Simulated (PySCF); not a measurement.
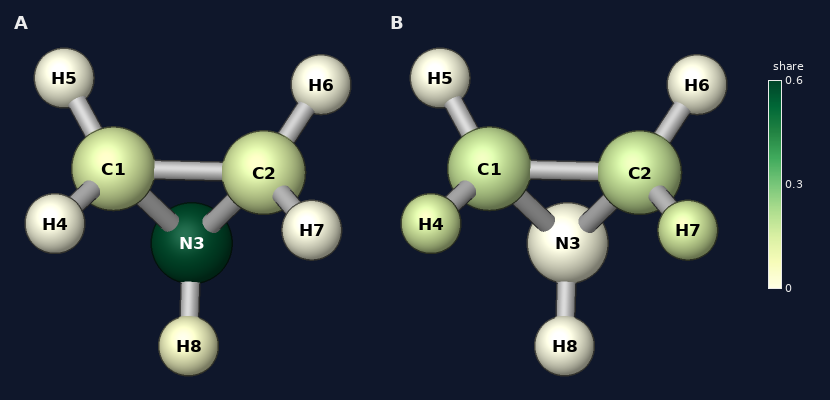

Each panel colours the atoms by their Löwdin share in one orbital (up to four of the largest shares; other atoms are shown as zero). The computed structure is the end point of a GFN2-xTB optimisation. No frequency run is at hand to confirm it as a minimum. Computed with PBE0/def2-SVPD (PySCF 2.14.0).

**The panels show the HOMO, LUMO+1, in some order. Which is which?**

A: HOMO, −7.09 eV; N3 0.59, C1 0.14, C2 0.14, H8 0.05
B: LUMO+1, 1.61 eV; C1 0.17, C2 0.17, H4 0.15, H7 0.15
